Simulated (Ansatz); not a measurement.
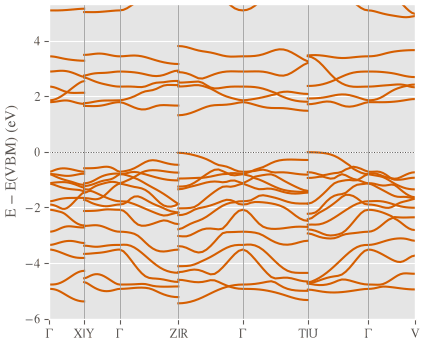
Figure. Band structure from LDA in the plane-wave PAW code Ansatz

The gap is 1.32 eV; an edge lies off the plotted path or next to a special point (maximum off the standard path, minimum at R).

The material is PI2 in space group P-1 (No. 2; P on 2i, I on 2i, I on 2i).

The workflow started from an entry of the Crystallography Open Database (COD, 120 K). Whether it is the stable phase at ambient conditions was not checked. The LDA relaxation kept the symmetry of its start; whether a distortion lowers the energy is not shown. A crystal of weakly bound molecules computed without a dispersion correction: the cell and the soft elastic constants depend strongly on that. Spin–orbit coupling is left out wherever it is not named.

Potentials: the later of the program's two PAW sets.
